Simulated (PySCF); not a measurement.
# C₃H₇FSi: runs on many settings, part 2 of 2

PySCF 2.14.0. Atoms count from 0. The steps go on from the part before.

## (5) NMR shieldings: PBE0/cc-pVTZ

What the job is given:

```
{"job": {"kind": "nmr", "xc": "PBE0", "basis": "cc-pVTZ", "pop": true}, "charge": 0, "multiplicity": 1}
C     -1.725770     0.598405     0.746448
C     -1.047066    -0.404433     0.218368
C      0.007577    -0.251586    -0.816483
F      0.080342    -1.406922    -1.590632
Si     1.749302     0.021594    -0.025005
H     -2.455019     0.444084     1.522213
H     -1.575881     1.615403     0.422382
H     -1.206007    -1.421688     0.548710
H     -0.239239     0.555420    -1.514981
H      2.018686    -1.105151     0.864235
H      1.675066     1.279847     0.714947
H      2.719206     0.074343    -1.116229
```

With the program's defaults for keys left out, this is: GIAO PBE0/cc-pVTZ NMR shielding, non-relativistic, gas phase.

The log of the run:

```text
coarse grid: 10312 points
cycle   1  E = -507.4945666595  dE =  3.210e-01  |g| = 5.033e-01  |ddm| = 6.550e+00
cycle   2  E = -507.4644045262  dE =  3.016e-02  |g| = 6.920e-01  |ddm| = 1.557e+00
cycle   3  E = -507.5401655076  dE = -7.576e-02  |g| = 7.473e-02  |ddm| = 8.826e-01
cycle   4  E = -507.5410614481  dE = -8.959e-04  |g| = 3.331e-02  |ddm| = 1.470e-01
cycle   5  E = -507.5413206048  dE = -2.592e-04  |g| = 7.119e-03  |ddm| = 5.337e-02
cycle   6  E = -507.5413288726  dE = -8.268e-06  |g| = 3.686e-03  |ddm| = 1.350e-02
cycle   7  E = -507.5413322258  dE = -3.353e-06  |g| = 2.818e-04  |ddm| = 5.357e-03
final grid: 94760 points
cycle   8  E = -507.5429855595  dE = -5.519e-05  |g| = 6.890e-03  |ddm| = 9.110e-02
cycle   9  E = -507.5429792313  dE =  6.328e-06  |g| = 9.100e-03  |ddm| = 2.348e-02
cycle  10  E = -507.5429957299  dE = -1.650e-05  |g| = 1.140e-03  |ddm| = 1.229e-02
cycle  11  E = -507.5429959243  dE = -1.943e-07  |g| = 2.932e-04  |ddm| = 1.862e-03
cycle  12  E = -507.5429959408  dE = -1.656e-08  |g| = 8.341e-05  |ddm| = 4.864e-04
cycle  13  E = -507.5429959422  dE = -1.433e-09  |g| = 3.799e-05  |ddm| = 1.621e-04
cycle  14  E = -507.5429959426  dE = -3.542e-10  |g| = 2.985e-06  |ddm| = 5.484e-05
converged SCF energy = -507.5429959426

GIAO shielding tensors (ppm)
atom      isotropic    diamagn.    paramagn.     s11        s22        s33       span
  0 C       75.718     255.648    -179.930    -32.792     85.309    174.638    207.430
  1 C       43.418     252.535    -209.117    -70.721     55.262    145.713    216.434
  2 C       97.156     238.116    -140.959     60.329     77.910    153.229     92.900
  3 F      415.807     468.713     -52.906    366.519    404.157    476.743    110.223
  4 Si     418.033     887.204    -469.171    385.806    408.215    460.079     74.273
  5 H       26.474      30.732      -4.258     23.714     25.806     29.902      6.189
  6 H       26.532      31.920      -5.388     23.314     25.757     30.524      7.210
  7 H       25.052      31.403      -6.352     22.311     25.113     27.732      5.421
  8 H       25.985      30.073      -4.088     23.567     25.444     28.943      5.376
  9 H       27.877      30.015      -2.138     25.212     26.565     31.854      6.643
 10 H       28.058      30.412      -2.355     25.133     26.553     32.487      7.354
 11 H       27.545      29.272      -1.726     24.624     25.447     32.565      7.942
```

Run time: 16 s. Hardware: 1 thread of AMD EPYC 9R45, shared host; peak memory 0.88 GiB.

This run: δ C1 146.4, C0 114.1, C2 92.7, F3 -239.2, H7 6.70, H8 5.77 ppm.

## (6) Spin-spin couplings: PBE0/aug-pcSseg-1

Settings changed since step 5:

```diff
@@ -1,2 +1,2 @@
-{"job": {"kind": "nmr", "xc": "PBE0", "basis": "cc-pVTZ", "pop": true}, "charge": 0, "multiplicity": 1}
+{"job": {"kind": "j", "xc": "PBE0", "basis": "aug-pcSseg-1", "scf": {"conv": 1e-07}}, "charge": 0, "multiplicity": 1}
 C     -1.725770     0.598405     0.746448
```

With the program's defaults for keys left out, this is: PBE0/aug-pcSseg-1 indirect spin-spin coupling, non-relativistic, gas phase.

The log of the run:

```text
final grid: 94760 points
cycle   1  E = -507.3896293821  dE =  3.255e-01  |g| = 4.716e-01  |ddm| = 4.513e+00
cycle   2  E = -507.3596516081  dE =  2.998e-02  |g| = 6.641e-01  |ddm| = 1.267e+00
cycle   3  E = -507.4313132778  dE = -7.166e-02  |g| = 7.074e-02  |ddm| = 7.102e-01
cycle   4  E = -507.4321645104  dE = -8.512e-04  |g| = 2.787e-02  |ddm| = 1.401e-01
cycle   5  E = -507.4323523407  dE = -1.878e-04  |g| = 5.464e-03  |ddm| = 5.175e-02
cycle   6  E = -507.4323567153  dE = -4.375e-06  |g| = 3.201e-03  |ddm| = 1.142e-02
cycle   7  E = -507.4323593197  dE = -2.604e-06  |g| = 2.114e-04  |ddm| = 4.760e-03
cycle   8  E = -507.4323593302  dE = -1.045e-08  |g| = 1.120e-04  |ddm| = 9.097e-04
converged SCF energy = -507.4323593302

Indirect spin-spin couplings (Hz)
  i      j    bonds     total        FC       PSO       DSO        SD
  0 C    1 C    1    107.690   116.964    -9.435     0.161         -
  0 C    2 C    2      0.391     0.449    -0.048    -0.010         -
  0 C    3 F    3     15.108    17.317    -1.758    -0.336    -0.115
  0 C    4 Si   3     -8.087    -7.682     0.027     0.019    -0.452
  0 C    5 H    1    171.789   170.655     0.552     0.582         -
  0 C    6 H    1    158.634   157.408     0.596     0.630         -
  0 C    7 H    2     -6.515    -4.822    -1.169    -0.524         -
  0 C    8 H    3      6.545     6.747    -0.208     0.006         -
  0 C    9 H    4     -0.298    -0.268     0.125    -0.155         -
  0 C   10 H    4      0.321     0.298    -0.073     0.097         -
  0 C   11 H    4      1.515     1.666     0.164    -0.315         -
  1 C    2 C    1     65.380    67.085    -1.987     0.283         -
  1 C    3 F    2     17.294    20.141    -3.142     0.023     0.272
  1 C    4 Si   2      4.796     4.315     0.044    -0.012     0.448
  1 C    5 H    2     -6.928    -5.128    -1.296    -0.504         -
  1 C    6 H    2     -6.961    -5.076    -1.411    -0.474         -
  1 C    7 H    1    169.211   168.146     0.120     0.946         -
  1 C    8 H    2     -6.083    -5.790    -0.233    -0.060         -
  1 C    9 H    3      1.068     1.030    -0.036     0.074         -
  1 C   10 H    3      0.178     0.160    -0.010     0.028         -
  1 C   11 H    3      2.420     2.618     0.185    -0.384         -
  2 C    3 F    1   -165.603  -230.055    39.568     0.884    24.000
  2 C    4 Si   1    -67.045   -66.051     1.149    -0.114    -2.029
  2 C    5 H    3     12.882    12.936     0.351    -0.405         -
  2 C    6 H    3      6.752     6.700    -0.086     0.138         -
  2 C    7 H    2     -0.470    -0.299    -0.092    -0.080         -
  2 C    8 H    1    161.832   160.860    -0.271     1.244         -
  2 C    9 H    2     -1.406    -1.240    -0.082    -0.084         -
  2 C   10 H    2      5.219     5.320    -0.079    -0.022         -
  2 C   11 H    2     -0.447    -0.263    -0.110    -0.075         -
  3 F    4 Si   2    -26.828   -32.039     5.854     0.040    -0.682
  3 F    5 H    4     -1.129    -0.749     0.837    -1.263     0.046
  3 F    6 H    4     -5.215    -3.794     0.088    -1.125    -0.384
  3 F    7 H    3     15.581    15.226     0.621     0.308    -0.574
  3 F    8 H    2     42.136    33.160    12.639    -0.739    -2.925
  3 F    9 H    3      0.892     0.969     0.444    -0.205    -0.316
  3 F   10 H    3     25.010    26.851    -0.013    -1.764    -0.064
  3 F   11 H    3     -0.284    -0.360     0.502    -0.057    -0.369
  4 Si   5 H    4      3.455     3.415    -0.150     0.183     0.008
  4 Si   6 H    4      3.109     3.097    -0.011     0.022     0.000
  4 Si   7 H    3     -2.117    -2.221    -0.072     0.107     0.069
  4 Si   8 H    2      4.663     4.564     0.119     0.093    -0.113
  4 Si   9 H    1   -194.180  -194.460     0.797    -0.197    -0.320
  4 Si  10 H    1   -188.480  -188.727     0.734    -0.191    -0.296
  4 Si  11 H    1   -189.920  -190.209     0.805    -0.187    -0.329
  5 H    6 H    2     -3.880    -3.792     3.443    -3.531         -
  5 H    7 H    3      9.861    10.194     0.305    -0.638         -
  5 H    8 H    4     -2.457    -2.243     1.365    -1.579         -
  5 H   10 H    5      0.180     0.177     0.507    -0.504         -
  5 H   11 H    5     -1.224    -0.809     0.869    -1.284         -
  6 H    7 H    3     15.146    15.934     2.456    -3.245         -
  6 H    8 H    4     -1.847    -2.104    -1.067     1.325         -
  6 H    9 H    5     -0.201     0.098     0.592    -0.890         -
  6 H   10 H    5      0.572     0.270    -0.606     0.908         -
  6 H   11 H    5     -1.162    -0.778     0.433    -0.817         -
  7 H    8 H    3      6.465     6.798     2.268    -2.601         -
  7 H    9 H    4      0.156    -0.050    -0.351     0.557         -
  7 H   10 H    4     -0.345    -0.073     0.756    -1.029         -
  7 H   11 H    4     -0.192     0.372     0.926    -1.490         -
  8 H    9 H    3      5.280     6.189     1.425    -2.334         -
  8 H   10 H    3      0.107     0.209     0.094    -0.196         -
  8 H   11 H    3      0.265     0.382     0.098    -0.214         -
  9 H   10 H    2     -0.955     0.361     0.906    -2.222         -
  9 H   11 H    2      1.057     2.364     0.906    -2.213         -
 10 H   11 H    2      1.039     2.415     0.959    -2.334         -
```

It took 13 s on 1 thread of AMD EPYC 9R45, shared host; peak memory 0.81 GiB.

The basis is not made for couplings: without tight functions at the nuclei these values are rough.

Couplings of 1 Hz or more, nine at most for each number of bonds, with means over like pairs (isotopes 13C, 19F, 1H, 29Si):

```csv
pair,bonds,J (Hz),Fermi contact (Hz),dihedral (°)
Si4–H9,1,-190.9,-191.1,–
C0–H5,1,171.8,170.7,–
C1–H7,1,169.2,168.1,–
C2–F3,1,-165.6,-230.1,–
C2–H8,1,161.8,160.9,–
C0–H6,1,158.6,157.4,–
C0–C1,1,107.7,117.0,–
C2–Si4,1,-67.0,-66.1,–
C1–C2,1,65.4,67.1,–
F3–H8,2,42.1,33.2,–
F3–Si4,2,-26.8,-32.0,–
C1–F3,2,17.3,20.1,–
C1–H6,2,-7.0,-5.1,–
C1–H5,2,-6.9,-5.1,–
C0–H7,2,-6.5,-4.8,–
C1–H8,2,-6.1,-5.8,–
C1–Si4,2,4.8,4.3,–
Si4–H8,2,4.7,4.6,–
F3–H7,3,15.6,15.2,30
H6–H7,3,15.1,15.9,-180
C0–F3,3,15.1,17.3,-152
C2–H5,3,12.9,12.9,-178
H5–H7,3,9.9,10.2,0
F3–H9,3,8.5,9.2,–
C0–Si4,3,-8.1,-7.7,89
C2–H6,3,6.8,6.7,2
C0–H8,3,6.5,6.7,-36
F3–H6,4,-5.2,-3.8,–
Si4–H5,4,3.5,3.4,–
Si4–H6,4,3.1,3.1,–
H5–H8,4,-2.5,-2.2,–
H6–H8,4,-1.8,-2.1,–
F3–H5,4,-1.1,-0.7,–
```

The spin-dipole term was solved for some atoms only; pairs without it lack that part.

Joined with the shifts from before (B97-2/pcSseg-1, unscaled), the couplings predict the line list below for 400 MHz.

1H NMR δ 6.61 (m, 1H), 5.66 (d of d of sext, J = 42.1, 6.5, 2.0 Hz, 1H), 5.25 (m, 1H), 5.17 (m, 1H), 3.80 (dd, J = 8.5, 1.9 Hz, 3H).

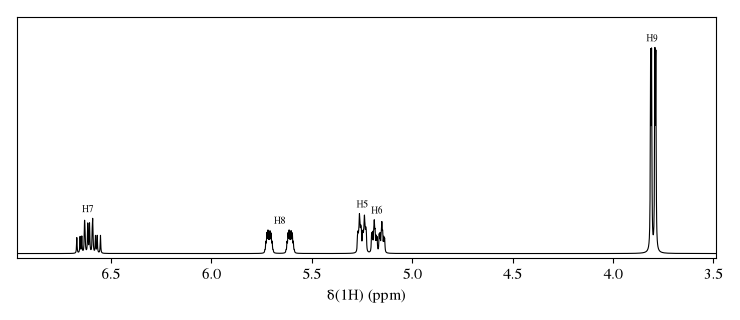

Simulated proton spectrum at 400 MHz, by exact diagonalisation of each spin system; lines 1.2 Hz wide, exchangeable protons uncoupled.

## (7) Comparing the runs: NMR shifts

Shifts (ppm) of some atoms, chosen among heavy atoms and hydrogens apart, means over like atoms, with basis size and wall time:

```csv
run,C1,C0,C2,H8,H9,F3,Si4,functions,time
B97-2/pcSseg-1,145.1,113.8,91.4,5.66,3.80,-244.1,-63.7,127,7.5 s
CAM-B3LYP/IGLO-II,150.9,117.8,94.1,5.58,4.19,-230.2,-66.5,165,8.9 s
PBE0/cc-pVTZ,146.4,114.1,92.7,5.77,3.92,-239.2,-59.5,252,16 s
```

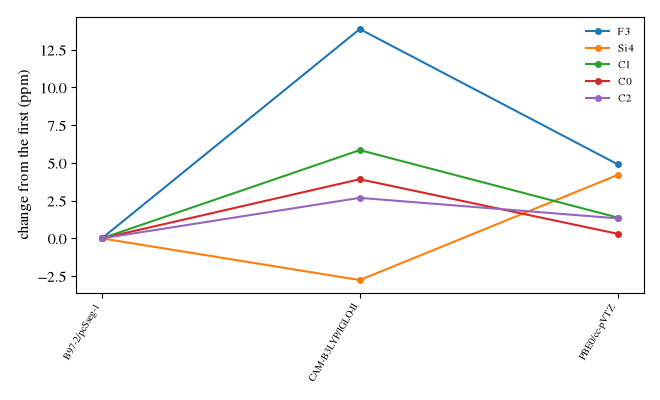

How five of the tabulated atoms move from run to run.

## (8) Outcome

What follows sums up all 2 parts.

| quantity | value |
| --- | --- |
| 13C shifts against TMS (B97-2/pcSseg-1) | 145.1, 113.8, 91.4 ppm |
| 1H shifts against TMS (B97-2/pcSseg-1, means over atoms taken as alike) | 6.61, 5.66, 5.25, 5.17, 3.80 ppm |
| 19F shifts against CFCl3 (B97-2/pcSseg-1) | -244.1 ppm |
| 29Si shifts against TMS (B97-2/pcSseg-1) | -63.7 ppm |
| surface potential, least and greatest | -1.07 V and 1.23 V |
| largest coupling of the table (PBE0/aug-pcSseg-1) | 1J(Si,H) Si4–H9, -190.9 Hz |
| range of the shift of F3 | -244.1 to -230.2 ppm |
| property runs in this session | 5, of which 0 failed and 1 gave unsound results |

Single values in the summary come from the first run of each kind that ended normally (B97-2/pcSseg-1; PBE0/aug-pcSseg-1), which need not be the best level. C1 (alkene CH) lies farthest downfield among carbon, at 145.1 ppm; as expected for a trigonal carbon in a double bond. The most deshielded hydrogen is H7 (hydrogen on an alkene CH), at 6.61 ppm: olefinic region. In the run at PBE0/aug-pcSseg-1, the largest coupling of the table is Si4–H9 (mean over like pairs), -190.9 Hz, of which the Fermi-contact term gives -191.1 Hz. Couplings across rotatable bonds belong to this one conformer; where others are populated, the observed values are averages. In ppm, F3 moves most: its shift spreads over 13.9 ppm, from -244.1 (B97-2/pcSseg-1) to -230.2 (CAM-B3LYP/IGLO-II). Couplings from bases without tight functions are rough.
